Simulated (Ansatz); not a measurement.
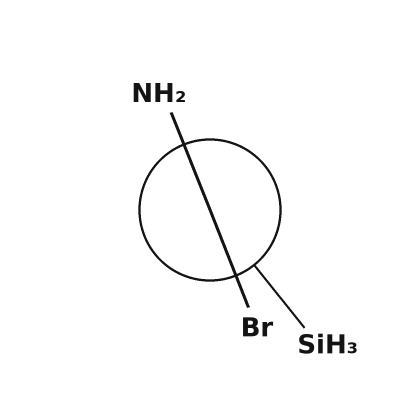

A Newman projection along the B–O bond, boron in front; angles are drawn as computed, but eclipsed bonds slightly apart. The geometry was computed by an optimisation with PBE-D4/def2-SVP. No frequency run is at hand to confirm it as a minimum.

**Which molecule is it?**

BBrH5NOSi, NB(Br)O[SiH3]

**What is the torsion angle from the front Br to the back SiH3? The sign is positive where the front bond must turn clockwise to cover the back bond.**

−1°, synperiplanar (eclipsed).
